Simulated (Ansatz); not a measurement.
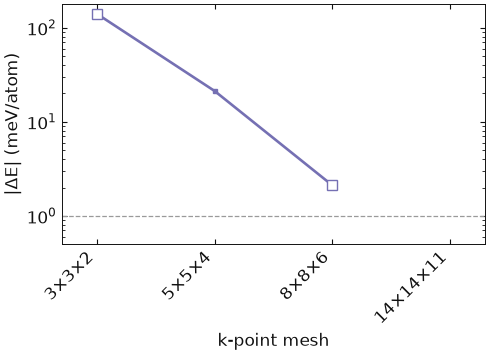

Scan of the k-point mesh.
- system: NbPb (P4/mmm, 2 atoms in the cell)
- method: DFT, r2SCAN, PAW with Ansatz's default frozen-core files, scalar-relativistic in Ansatz; cutoff 500 eV, Fermi–Dirac smearing of 0.05 eV
ΔE is the free energy less its value at the densest setting, 14×14×11.
Dashed lines or grey bands mark the tolerance: 1 meV/atom.
On logarithmic panels, open markers lie below the reference value and filled ones above.

Q: From which setting is the free energy converged to 1 meV/atom?

A: The free energy at the last setting but one, 8×8×6, is still more than 1 meV/atom from the densest setting's value, so the scan doesn't show it converged. It is off by 140 meV/atom at 3×3×2, 21 meV/atom at 5×5×4 and 2.1 meV/atom at 8×8×6 (on both sides of it).
